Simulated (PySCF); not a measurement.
**BH (SMILES [BH]): PBE0/ccECP-cc-pVDZ (core potential)**

What is the energy change on altering one bond length of BH at PBE0/ccECP-cc-pVDZ (core potential)? The job is set up through a Python script.

Program for the calculation: PySCF 2.14.0.

12 further runs of the same task are left out: 12 set aside as unsound or not needed.

**1. The molecule**

BH: 2 atoms, total charge 0, spin state singlet. SMILES: `[BH]`. The bond length is the measured one.

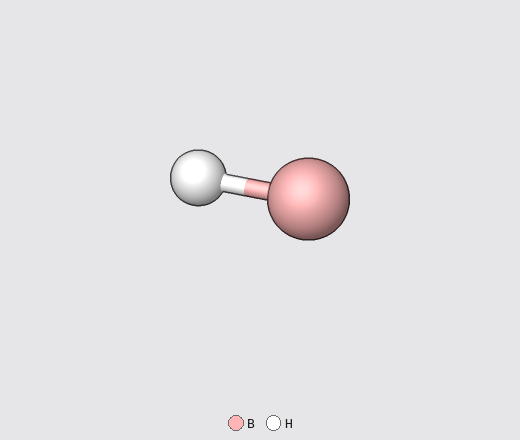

Viewed from a chosen angle; boron pink, hydrogen white.

**2. A single-point energy at PBE0/ccECP-cc-pVDZ (core potential)**

The input, job.py:

```python
from pyscf import gto, dft

system = gto.M(
    atom='''
B      0.000000     0.000000     0.000000
H      0.000000     0.000000     2.328898
''',
    verbose=3,
    max_memory=1860,
    unit='bohr',
    charge=0,
    ecp={'B': 'ccecp', 'H': 'ccecp'},
    basis='ccecp-cc-pvdz',
)

myscf = dft.RKS(system)
myscf.xc = 'pbe0'
myscf.grids.level = 5
myscf.conv_tol = 1e-10
myscf.kernel()
if not myscf.converged:
    myscf = myscf.newton().run(myscf.mo_coeff, myscf.mo_occ)

etot = myscf.e_tot
print('Final energy', etot)
```

The run is started by

```sh
$ OMP_NUM_THREADS=1 python job.py
```

Output:

```text
converged SCF energy = -3.22871668751168
Final energy -3.228716687511677
```

Run time: 0.93 s. Hardware: 1 thread of Arm Neoverse V2, shared host; peak memory 0.16 GiB.

**3. The distorted shape**

The input, calc.py:

```python
from pyscf import gto, dft

mol = gto.Mole()
mol.atom = '''
B      0.000000     0.000000    -0.465817
H      0.000000     0.000000     2.328898
'''
mol.unit = 'bohr'
mol.spin = 0
mol.basis = 'ccecp-cc-pvdz'
mol.ecp = {'B': 'ccecp', 'H': 'ccecp'}
mol.verbose = 3
mol.max_memory = 1860
mol.build()

ks = dft.RKS(mol, xc='pbe0')
ks.grids.level = 5
ks.conv_tol = 1e-10
ks.kernel()
if not ks.converged:
    ks = ks.newton().run(ks.mo_coeff, ks.mo_occ)

energy = ks.e_tot
print('Final energy', energy)
```

The run is started by

```sh
$ OMP_NUM_THREADS=1 python calc.py
```

Output:

```text
converged SCF energy = -3.21729404131517
Final energy -3.2172940413151703
```

Wall time 0.92 s (1 thread of Arm Neoverse V2, shared host); peak memory 0.16 GiB.

**4. Summary of results**

Level: PBE0/ccECP-cc-pVDZ (core potential).

| quantity | value |
| --- | --- |
| first shape: total energy | -3.22872 Eh |
| first shape: dipole moment | 1.72 D |
| first shape: HOMO energy | -6.57 eV |
| first shape: LUMO energy | -2.20 eV |
| first shape: HOMO–LUMO gap | 4.36 eV |
| distorted shape: total energy | -3.21729 Eh |
| distorted shape: dipole moment | 0.89 D |
| distorted shape: HOMO energy | -6.83 eV |
| distorted shape: LUMO energy | -2.37 eV |
| distorted shape: HOMO–LUMO gap | 4.46 eV |
| energy change with the B1–H2 bond stretched from 1.232 to 1.479 Å | 0.311 eV |

What this shows: With the B1–H2 bond stretched from 1.232 to 1.479 Å the energy rises by 0.31 eV (30.0 kJ/mol). The first shape isn't relaxed at this level, so the change isn't measured from a minimum.
